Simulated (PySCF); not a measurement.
Si(F)2(Cl)(NH2), SMILES N[Si](F)(F)Cl at its PBE0/def2-SVP optimised geometry (Å):

```
7

N      1.0378    -0.9115     0.0000
Si    -0.6474    -0.9115     0.0000
F     -1.1738    -1.6752    -1.3080
F     -1.1627    -1.6777     1.3109
Cl    -1.5698     0.9115     0.0000
H      1.5698    -0.6987    -0.8349
H      1.5656    -0.7580     0.8506
```

Calculation: PBE0/def2-TZVP (PySCF).

Map of the HOMO−1 amplitude (bohr^(-3/2)) on the plane z = 0.8 Å; orbital energy -9.71 eV, overall sign arbitrary:

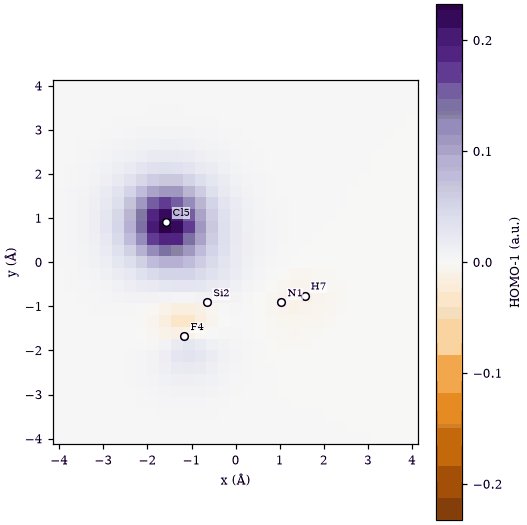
HOMO−1 amplitude (bohr^(-3/2)) on the plane z = 0.8 Å.
